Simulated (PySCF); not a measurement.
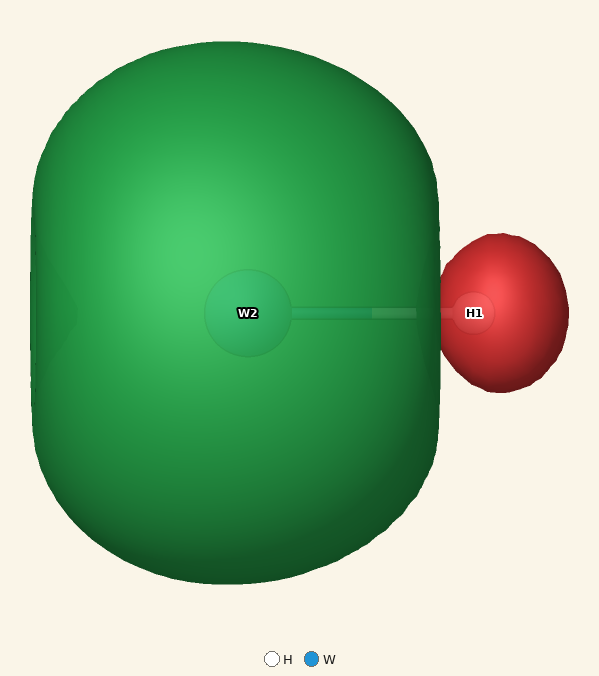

The picture shows: WH (sextet). Isosurfaces of the spin density (α minus β) at +0.02 (green) and −0.02 e/Å³ (red), seen from one side.

Core potentials replace the inner electrons of W.

All numbers below come from PBE0/def2-TZVPP, non-relativistic Hamiltonian with scalar-relativistic core potentials where named, at a bond length of 1.713 Å in PySCF.

Where is the unpaired spin?

The unpaired spin (5 electrons) lies mostly on W2 (about 5.0), in electrons by Hirshfeld's partition.
